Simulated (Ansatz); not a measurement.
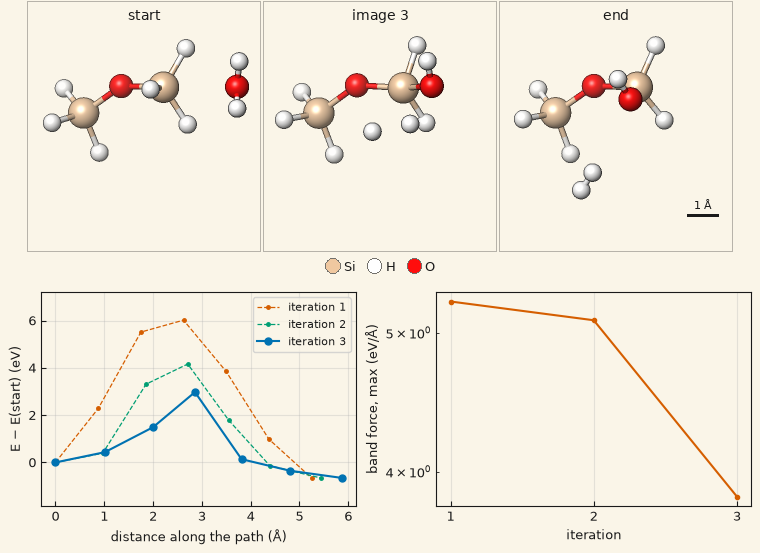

NEB run on Si2H8O2, made up of Si2H6O and H2O. Images are numbered from 0 (start) to 6 (end). The plot follows the band through its iterations. Style: ball-and-stick. Shown from a free direction.

Computed with RKS PBE0-D4/def2-SVP (Ansatz). Settings: 5 movable images; climbing image.

> Did the band converge, and can the barrier be trusted?

The result isn't final. The band hadn't converged when the run stopped after 3 iterations. The largest component of the band force went from 5.3 to 3.8 eV/Å. The barrier read from it is provisional. The largest force component is 0.61 eV/Å at the start and 0.50 eV/Å at the end; an end with forces this large is no minimum, and the barrier measured from it can be far off. The settings are unsound (too few iterations), so the numbers of this run aren't to be trusted. The first iteration put the highest image at 6.01 eV. The highest point, image 3, lies 2.97 eV above the start and 3.63 eV above the end; the end is at −0.66 eV relative to the start.

Limits of the set-up: the start holds two separate molecules, 2.7 Å apart at their closest, whose relative position is a soft coordinate.
